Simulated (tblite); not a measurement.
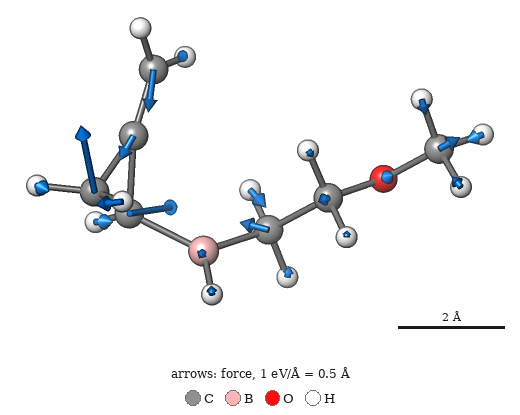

Starting geometry of C7H13BO with the computed forces as blue arrows. The picture is a ball-and-stick view, seen face on.

Computed with tblite, GFN2-xTB geometry optimisation, gas phase. 

### Is this structure relaxed? If not, where do the atoms go?

It isn't relaxed: the largest force vector, on a C atom, is 3.38 eV/Å. The final displacements have little in common with the starting forces (cosine between the two patterns 0.07). An H atom moves most after the best rigid fit: 2.36 Å. Largest moves by element: H 2.36 Å, C 1.61 Å, B 1.29 Å, O 0.63 Å. Among the contacts that change: C–C 1.431 → 1.542 Å, C–C 1.528 → 1.448 Å, B–C 1.584 → 1.541 Å, C–C 1.528 → 1.487 Å. Bond angles that change, for instance: C–C–H 110.2° → 118.8°, H–C–H 122.2° → 113.9°, C–C–C 55.8° → 63.4°. Groups turn about B–C by about 70°, B–C by about 60°. The energy falls by 0.744 eV in 254 geometry steps. Cost: 2 s on 1 thread of Arm Neoverse V1, with other jobs on the host.
